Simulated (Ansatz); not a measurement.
The reference is PbF2 in the fluorite structure (space group Fm-3m, No. 225; a = 5.8986 Å).

The change: cell and atoms relaxed at a pressure of 7.5 GPa.

All numbers come from Ansatz (a program for electronic structure), PBEsol, PAW, cutoff 420 eV, scalar-relativistic without spin-orbit coupling.

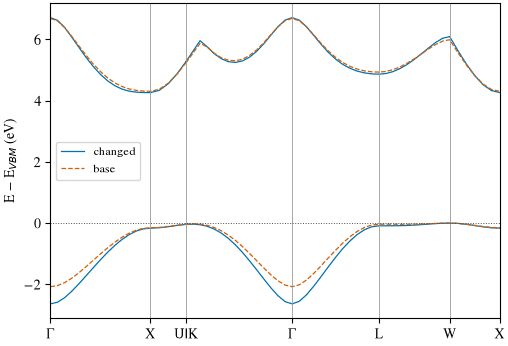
Figure: Highest valence and lowest conduction band along the path, each from its own valence-band maximum

The gap is 4.26 eV, indirect, W → X; the base has 4.31 eV.

With Pb present, leaving out spin-orbit coupling can change the band edges. Load acts through the strain it causes; cell and atoms are relaxed under it. Stability against distortions was not tested. Competing high-pressure phases were not computed.
